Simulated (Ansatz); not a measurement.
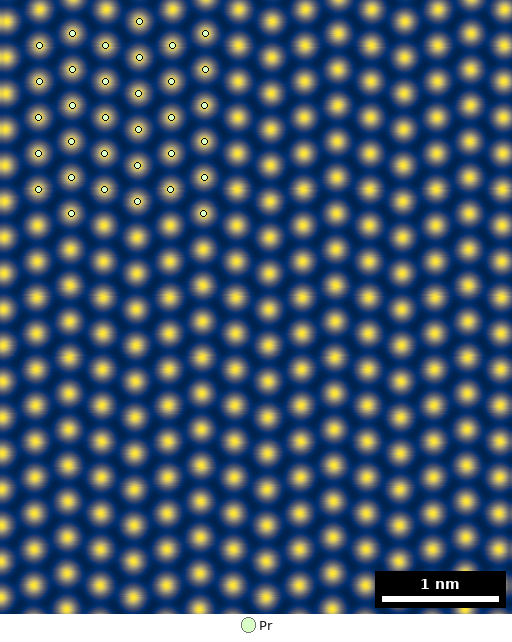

Integrated-DPC-like image of Pr (P6_3/mmc, No. 194) along [100]. Simulated as the projected potential of neutral atoms (B = 0.5 Å²) blurred by a 1.24 Å probe, the thin-sample limit of integrated differential phase contrast. A slight drift was added. Structure: the input geometry of an electronic-structure calculation (not necessarily at equilibrium).

Coloured dots in one corner mark the columns of the model.

**Describe what the image shows.**

The columns repeat on a rectangular net of 3.13 × 11.53 Å (plane group p2mg). All columns are alike (Pr). The shortest distance between visible columns is 3.07 Å in projection. Along the beam the structure repeats every 3.61 Å.
